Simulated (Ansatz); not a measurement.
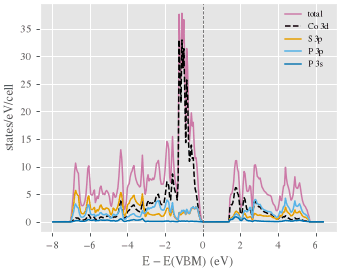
Figure. Total and projected density of states of CoPS in space group P2_13 (No. 198; Co on 4a, P on 4a, S on 4a), the program Ansatz at the r²SCAN level (PAW)

Q: Which orbitals carry the states next to the gap?

A: Top 1 eV of the valence band: Co 3d 70 %, P 3p 13 %, S 3p 12 %. Bottom 1 eV of the conduction band: Co 3d 53 %, P 3p 17 %, S 3p 16 %, P 3s 8 %. Projections are on Löwdin-orthogonalised atomic valence shells; empty p or d shells of many metals are not among them.

Q: Where is the tallest occupied peak in this window, and what makes it?

A: Near -1.1 eV, about 38 states/eV per cell; the largest projected share is Co 3d.

The first step of the workflow began from a Materials Project structure, measured or hypothetical; the Crystallography Open Database copy checked does not list it. Whether it is the stable phase at ambient conditions was not checked. The cell was relaxed with r²SCAN under the symmetry of its start; whether a distortion lowers the energy is not shown. The run is not spin-polarised.

Potentials: the later of the program's two PAW sets.
